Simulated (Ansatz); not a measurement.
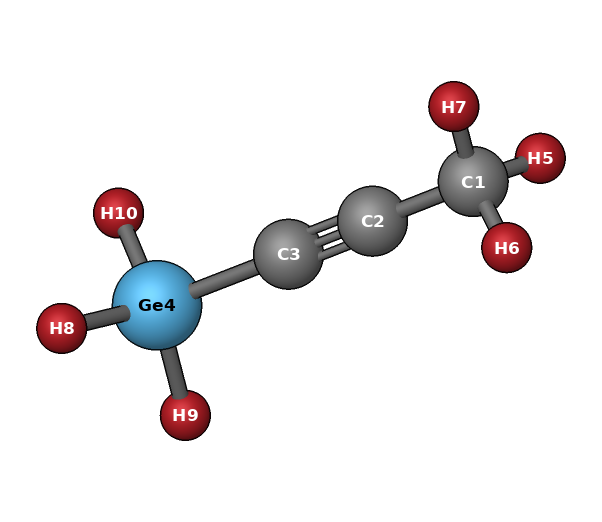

The questions are on Mulliken charges. The computed structure is the end point of a PBE0-D4/def2-TZVP optimisation. No frequency run is at hand to confirm it as a minimum. Level of theory: RKS ωB97M-V/def2-TZVPP (Ansatz 0.2.0).

Q: Which atom carries the highest charge (most positive or least negative)?

A: C3, Ge4, H5, H6, H7 (0.13 e).

Q: And the lowest?

A: C2 (−0.35 e).

List the Mulliken charges.

```csv
atom,value (e)
C1,−0.34
C2,−0.35
C3,0.13
Ge4,0.13
H5,0.13
H6,0.13
H7,0.13
H8,0.02
H9,0.02
H10,0.02
```

Mulliken values depend strongly on the basis set and can even reverse the polarity of a bond.
